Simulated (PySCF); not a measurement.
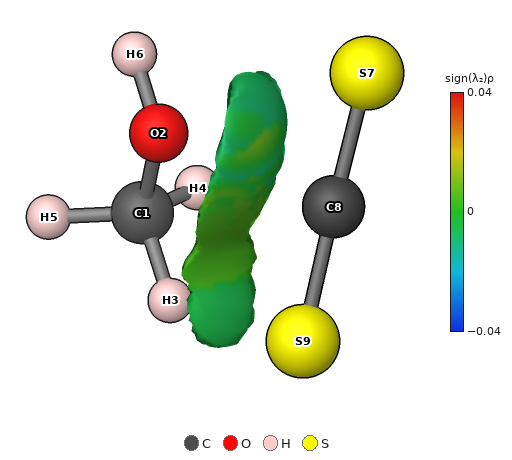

*C$_{2}$H$_{4}$OS$_{2}$, SMILES `CO.S=C=S`. Non-covalent interaction surfaces between the fragments (reduced density gradient s = 0.6, coloured by sign(λ₂)ρ in a.u.; trimmed to the region between the fragments where ρ is under 0.06 a.u.). Fragment A: H4CO (atoms 1–6); fragment B: CS2.*

Computed with PySCF, TPSS/def2-TZVP, geometry: GFN2-xTB. GFN2-xTB bond lengths at metals and heavier atoms can be off by up to 0.1 Å and shapes distorted, which carries into these values.

Interpret the surfaces between the fragments.

Answer. Bond critical points between the fragments: H3···S9, weak C–H hydrogen bond, 3.08 Å, ρ = 0.005 a.u.; O2···C8, 2.97 Å, ρ = 0.009 a.u., a bond path close to vanishing (ellipticity 2.1). All are weak and appear green, as weak hydrogen bonds do. Several contacts close a ring, whose ring point adds a part with positive λ₂ between them. The pose is a local one from a semi-empirical search, not shown to be the most stable.

How strongly are they bound?

Answer. The counterpoise-corrected interaction energy of the frozen fragments is +1.5 kcal/mol without dispersion correction and −0.5 kcal/mol with D3(BJ). The pair geometry is semi-empirical, not a minimum at this level.

Cost of the run: 4.8 min on 1 thread of Intel(R) Xeon(R) Processor @ 2.50GHz (Skylake/Cascade Lake), with other jobs on the host, peak memory 0.74 GiB.
